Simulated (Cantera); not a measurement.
Charge: 1 mol SiH₄, a varied amount of CO₂, 2.3 mol N₂, held at 1848 K and 0.0100 bar.

Method: chemical equilibrium by Gibbs-energy minimisation in Cantera with the NASA 1993 tables (ideal gas, pure condensed phases). Candidate condensed phases: C, C₆H₆, C₇H₈, C₈H₁₈, H₂O, Si, SiC, SiO₂, Si₂N₂O, Si₃N₄; 151 gas species. The tables hold silica as quartz up to 1696 K and as liquid above; real silica turns to tridymite and cristobalite and melts near 1996 K. Rates play no part.

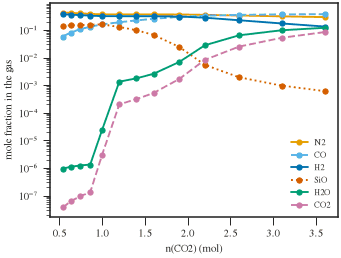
*Equilibrium gas composition (values under 1e-9 drawn at 1e-9)*

**Question.** Read off the mole fractions at 1.9 mol CO₂.

**Answer.** N₂ about 0.36, H₂ about 0.31, CO about 0.30, SiO about 0.024, H₂O about 0.0069, CO₂ about 0.0017.
